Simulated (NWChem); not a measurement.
**C3H9In (SMILES [CH3][In]([CH3])[CH3]): levels of theory compared**

Aim: a comparison of 6 runs (HF/STO-3G, HF/def2-SVP, M06-2X/def2-SVP, PBE0/def2-SVP, SVWN5/def2-SVP, MP2/def2-SVP) of C3H9In. 

The calculation is run with NWChem 7.3.0.

34 further runs of the same task are left out: 1 that didn't finish, 33 set aside as unsound or not needed. Runs told in other sessions of the task aren't counted.

## (1) The structure to begin with

C3H9In: 13 atoms, total charge 0, spin state singlet. As SMILES, `[CH3][In]([CH3])[CH3]`. The C1–H5 distance was set to 1.964 Å, away from the relaxed value. At this shape a bond of the SMILES string is far longer than usual.

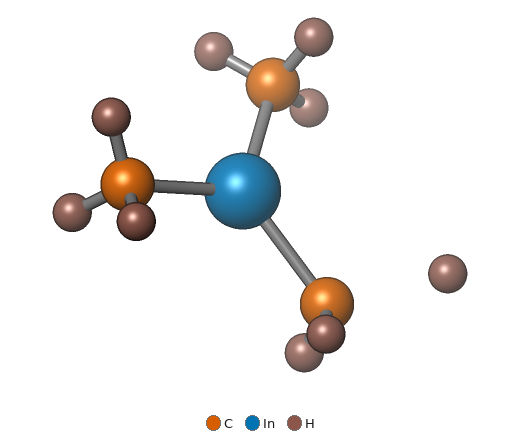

The structure, seen from a chosen angle (carbon orange, indium blue, hydrogen brown).

## (2) A single-point energy at HF/STO-3G (run 1)

Contents of c3h9in.nw:

```
start c3h9in
memory total 2200 mb

geometry noautosym nocenter noautoz
 C    -1.174672    1.337826   -0.942080
 In   -0.660572   -0.563374   -0.046180
 C     0.806828   -0.648674    1.541720
 C    -1.625072   -2.378274   -0.722480
 H     0.329400    2.598000   -0.853700
 H    -2.013372    1.779326   -0.396280
 H    -1.479972    1.216926   -1.982580
 H     0.607928   -1.478274    2.221920
 H     0.832228    0.282426    2.110020
 H     1.798728   -0.802774    1.107320
 H    -1.923172   -2.303974   -1.769380
 H    -2.527172   -2.550874   -0.128580
 H    -0.972472   -3.243774   -0.596380
end

basis spherical bse
 * library STO-3G
end

scf
 thresh 1e-08
 maxiter 80
end

task scf energy
```

Run with:

```sh
$ nwchem c3h9in.nw > c3h9in.out
```

Log:

```text
[...]
  functions       =    51
[...]
  wavefunction    = RHF
[...]
         Total SCF energy =  -5800.142474222660
      One-electron energy =  -8742.896745440788
      Two-electron energy =   2584.599841848883
 Nuclear repulsion energy =    358.154429369246
        Time for solution =      8.2s
[...]
```

Run time: 9.3 s. Hardware: 1 thread of Intel Xeon Platinum 8488C (Sapphire Rapids), shared host; peak memory 0.099 GiB.

## (3) The energy at HF/def2-SVP (core potential) (run 2)

Contents of c3h9in.nw:

```
START c3h9in
TITLE "C3H9In energy"
memory stack 880 mb heap 220 mb global 1100 mb
charge 0

GEOMETRY units angstrom noautosym nocenter noautoz
   C    -1.174672    1.337826   -0.942080
   In   -0.660572   -0.563374   -0.046180
   C     0.806828   -0.648674    1.541720
   C    -1.625072   -2.378274   -0.722480
   H     0.329400    2.598000   -0.853700
   H    -2.013372    1.779326   -0.396280
   H    -1.479972    1.216926   -1.982580
   H     0.607928   -1.478274    2.221920
   H     0.832228    0.282426    2.110020
   H     1.798728   -0.802774    1.107320
   H    -1.923172   -2.303974   -1.769380
   H    -2.527172   -2.550874   -0.128580
   H    -0.972472   -3.243774   -0.596380
END

BASIS spherical bse
   * library def2-SVP
END

ECP bse
   In library def2-SVP
END

SCF
   thresh 1e-08
   maxiter 80
   print low
END

TASK scf energy
```

Run with:

```sh
$ nwchem c3h9in.nw > c3h9in.out
```

Log:

```text
[...]
  functions       =   113
[...]
  wavefunction    = RHF
[...]
         Total SCF energy =   -307.795119844528
      One-electron energy =   -866.320973594891
      Two-electron energy =    371.167327421932
 Nuclear repulsion energy =    187.358526328431
        Time for solution =     27.9s
 Task  times  cpu:       28.7s     wall:       28.7s
[...]
```

Run time: 29 s. Hardware: 1 thread of Intel Xeon Platinum 8488C (Sapphire Rapids), shared host; peak memory 0.1 GiB.

Run 3 isn't shown in full; the table further down has it.

## (4) A single-point energy at PBE0/def2-SVP (core potential) (run 4)

Contents of run.py:

```python
from ase import Atoms
from ase.calculators.nwchem import NWChem

molecule = Atoms(['C', 'In', 'C', 'C', 'H', 'H', 'H', 'H', 'H', 'H', 'H', 'H', 'H'], positions=[
    [-1.174672, 1.337826, -0.942080],
    [-0.660572, -0.563374, -0.046180],
    [0.806828, -0.648674, 1.541720],
    [-1.625072, -2.378274, -0.722480],
    [0.329400, 2.598000, -0.853700],
    [-2.013372, 1.779326, -0.396280],
    [-1.479972, 1.216926, -1.982580],
    [0.607928, -1.478274, 2.221920],
    [0.832228, 0.282426, 2.110020],
    [1.798728, -0.802774, 1.107320],
    [-1.923172, -2.303974, -1.769380],
    [-2.527172, -2.550874, -0.128580],
    [-0.972472, -3.243774, -0.596380],
])

calc = NWChem(
    label='a',
    theory='dft',
    memory='2200 mb',
    basis='def2-SVP',
    basispar='spherical bse',
    dft={'xc': 'pbe0', 'mult': '1', 'grid': 'fine', 'convergence': 'energy 1e-08', 'iterations': '100', 'mulliken': None},
    task='energy',
    **{'ecp bse': {'In library': 'def2-SVP'}},
)
molecule.calc = calc

print(f"energy = {molecule.get_potential_energy():.6f} eV")
print("dipole (e A):", molecule.get_dipole_moment().round(4))
```

Run with:

```sh
$ export ASE_NWCHEM_COMMAND="nwchem PREFIX.nwi > PREFIX.nwo"
$ python run.py
```

Log:

```text
energy = -8421.229631 eV
dipole (e A): [-0.1591 -0.208   0.0131]
```

The calculator wrote a.nwi:

```
title "a"

permanent_dir a

scratch_dir a

start a

geometry units angstrom nocenter noautosym noautoz
  C  -1.1746719999999999e+00 1.3378260000000000e+00 -9.4208000000000003e-01
  In -6.6057200000000005e-01 -5.6337400000000004e-01 -4.6179999999999999e-02
  C  8.0682799999999999e-01 -6.4867399999999997e-01 1.5417200000000000e+00
  C  -1.6250720000000001e+00 -2.3782740000000002e+00 -7.2248000000000001e-01
  H  3.2940000000000003e-01 2.5979999999999999e+00 -8.5370000000000001e-01
  H  -2.0133719999999999e+00 1.7793260000000000e+00 -3.9628000000000002e-01
  H  -1.4799720000000001e+00 1.2169260000000000e+00 -1.9825800000000000e+00
  H  6.0792800000000002e-01 -1.4782740000000001e+00 2.2219199999999999e+00
  H  8.3222799999999997e-01 2.8242600000000001e-01 2.1100200000000000e+00
  H  1.7987280000000001e+00 -8.0277399999999999e-01 1.1073200000000001e+00
  H  -1.9231720000000001e+00 -2.3039740000000002e+00 -1.7693800000000000e+00
  H  -2.5271720000000002e+00 -2.5508739999999999e+00 -1.2858000000000000e-01
  H  -9.7247200000000000e-01 -3.2437740000000002e+00 -5.9638000000000002e-01
end

memory 2200 mb

basis spherical bse noprint
   * library def2-SVP
end

dft
  xc pbe0
  mult 1
  grid fine
  convergence energy 1e-08
  iterations 100
  mulliken
end
ecp bse
  In library def2-SVP
end

task dft energy
```

a.nwo:

```text
Northwest Computational Chemistry Package (NWChem) 7.3.0
             --------------------------------------------------------

           Job information
           ---------------

    nwchem branch   = 7.3.0
    use scalapack   = T
    input           = a.nwi
    prefix          = a.
    data base       = a/a.db
    status          = startup
    nproc           =        1

           Memory information
           ------------------

    heap     =     72089596 doubles =      550.0 Mbytes
    stack    =     72089601 doubles =      550.0 Mbytes
    global   =    144179200 doubles =     1100.0 Mbytes (distinct from heap & stack)
    total    =    288358397 doubles =     2200.0 Mbytes
    verify   = yes
    hardfail = no

           Directory information
           ---------------------

  0 permanent = a
  0 scratch   = a

                                NWChem Input Module
                                -------------------

                                         a
                                         -

[... 101 lines left out ...]
  convergence criterion.
[... 17 lines left out ...]
          Convergence on energy requested:  1.00D-08
[... 1 line left out ...]
          Convergence on gradient requested:  5.00D-04
[... 23 lines left out ...]
          Convergence Information
[... 2 lines left out ...]
          total energy or number of iterations.
[... 27 lines left out ...]
 1-e energy   =    -862.478591
[... 27 lines left out ...]
   convergence    iter        energy       DeltaE   RMS-Dens  Diis-err    time
[... 14 lines left out ...]
      One electron energy =     -866.899680315279
[... 1 line left out ...]
    Exchange-Corr. energy =      -36.009253421314
[... 6 lines left out ...]
                       DFT Final Molecular Orbital Analysis
[... 819 lines left out ...]
    Atom       Charge   Shell Charges
 -----------   ------   -------------------------------------------------------
    1 C    6     6.24   1.97  0.64  0.41  1.68  1.51  0.03
    2 In  21    20.48   0.54  1.39  0.63  0.35  2.85  3.03  1.06  0.38  9.36  0.90
    3 C    6     6.29   1.97  0.58  0.35  1.85  1.50  0.04
[... 9 lines of this table left out ...]
   13 H    1     0.96   0.63  0.26  0.07

 center of mass
 --------------
 x =  -1.24277711 y =  -1.05772609 z =  -0.08351842

 moments of inertia (a.u.)
 ------------------
         650.411695289840         -44.884088548566        -193.225196696652
         -44.884088548566         440.357023549866          35.954092005597
        -193.225196696652          35.954092005597         630.443637708771

     Multipole analysis of the density
     ---------------------------------

     L   x y z        total         alpha         beta         nuclear
     -   - - -        -----         -----         ----         -------
     0   0 0 0      0.000000    -24.000000    -24.000000     48.000000

     1   1 0 0     -0.300707     29.308003     29.308003    -58.916713
[... 8 lines of this table left out ...]
     2   0 0 2    -33.605430    -91.255448    -91.255448    148.905466

 Task  times  cpu:       37.1s     wall:       37.1s
 Total times  cpu:       37.1s     wall:       37.1s
```

Run time: 38 s. Hardware: 1 thread of Intel Xeon Platinum 8488C (Sapphire Rapids), shared host; peak memory 0.12 GiB.

Run 5 isn't shown in full; the table further down has it.

## (5) The energy at MP2/def2-SVP (core potential) (run 6)

Contents of m1.nw:

```
start m1
title "C3H9In mp2"
memory total 2200 mb

geometry noautosym nocenter noautoz
   C       -1.174672       1.337826      -0.942080
   In      -0.660572      -0.563374      -0.046180
   C        0.806828      -0.648674       1.541720
   C       -1.625072      -2.378274      -0.722480
   H        0.329400       2.598000      -0.853700
   H       -2.013372       1.779326      -0.396280
   H       -1.479972       1.216926      -1.982580
   H        0.607928      -1.478274       2.221920
   H        0.832228       0.282426       2.110020
   H        1.798728      -0.802774       1.107320
   H       -1.923172      -2.303974      -1.769380
   H       -2.527172      -2.550874      -0.128580
   H       -0.972472      -3.243774      -0.596380
end

basis spherical bse
   * library def2-SVP
end

ecp bse
   In library def2-SVP
end

scf
   thresh 1e-08
   maxiter 80
end

mp2
   freeze core 7
   tight
end

task mp2 energy
```

Run with:

```sh
$ nwchem m1.nw > m1.out
```

Log:

```text
[...]
  functions       =   113
[...]
  wavefunction    = RHF
[...]
         Total SCF energy =   -307.795119844528
      One-electron energy =   -866.320973594891
      Two-electron energy =    371.167327421932
 Nuclear repulsion energy =    187.358526328431
        Time for solution =     27.9s
[...]
          Total MP2 energy          -308.340262532882
[...]
```

Run time: 35 s. Hardware: 1 thread of Intel Xeon Platinum 8488C (Sapphire Rapids), shared host; peak memory 0.46 GiB.

## (6) The series

```
run                             level  core potential  iteration cap   energy (Eh)  dipole moment (D) of the reference  HOMO energy (eV)  LUMO energy (eV)  wall time
  1                         HF/STO-3G               –             80  -5800.142474                                1.16             -6.72              5.72      9.3 s
  2      HF/def2-SVP (core potential)        def2-SVP             80   -307.795120                                   –                 –                 –       29 s
  3  M06-2X/def2-SVP (core potential)        def2-SVP            100   -309.478320                                1.23             -7.95             -0.83       42 s
  4    PBE0/def2-SVP (core potential)        def2-SVP            100   -309.474483                                1.26             -6.94             -1.58       38 s
  5   SVWN5/def2-SVP (core potential)        def2-SVP            100   -308.155402                                1.02                 –                 –       27 s
  6     MP2/def2-SVP (core potential)        def2-SVP             80   -308.340263                                   –             -9.31              1.40       35 s
```

## (7) Results

| quantity | value |
| --- | --- |
| run 6: total energy | -308.34026 Eh |
| run 6: HOMO energy (Hartree–Fock orbitals) | -9.31 eV |
| run 6: LUMO energy (Hartree–Fock orbitals) | 1.40 eV |
| run 6: HOMO–LUMO gap (Hartree–Fock orbitals) | 10.71 eV |
| run 6: correlation energy (7 core orbitals frozen) | -545.1 mEh |

What this shows: Over runs 1, 3, 4, 5 the dipole moment (its size) runs from 1.02 D (SVWN5/def2-SVP) to 1.26 D (PBE0/def2-SVP). Over runs 1, 3, 4 the HOMO–LUMO gap runs from 5.37 eV (PBE0/def2-SVP) to 12.45 eV (HF/STO-3G). The two ends differ in method and basis and core potential. Totals of different functionals can't be ranked against each other. Some runs of one species differ in core potentials or relativity; totals across that change don't compare. In run 1 the basis is minimal, so the values are rough. In all runs a closed-shell determinant meets a far-stretched bond; if it breaks into open shells, such a determinant describes it badly, and no broken-symmetry solution was shown. In run 1 relativity is left out where basis or elements ask for it. All runs together took 3 min, the longest 42 s.
